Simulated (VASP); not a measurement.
Band structure of SnPbS$_{2}$ (space group R-3m). Level of theory: LDA (Ceperley-Alder, Perdew-Zunger) with spin-orbit coupling, VASP's LDA PAW potentials (set 64) (plane waves; VASP).

The path is coarsely sampled, so an indirect gap can come out somewhat too large.

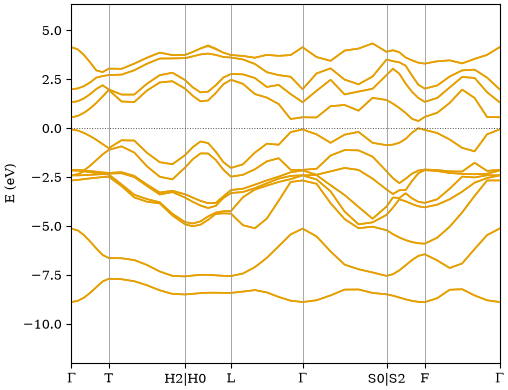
Figure: Bands along high-symmetry lines, zero at the valence-band maximum or, without a gap, the Fermi level

**Question.** Read the plot: is there a gap, and where are the band edges?

**Answer.** The gap is direct, 0.37 eV, from the valence maximum at S2-F at 0.83 to the conduction minimum at S2-F at 0.83.

The structure comes from a computed database's SnPbS2 entry (R-3m); how it stands against other phases isn't given here. It was relaxed first, which changed the volume by -8 %.
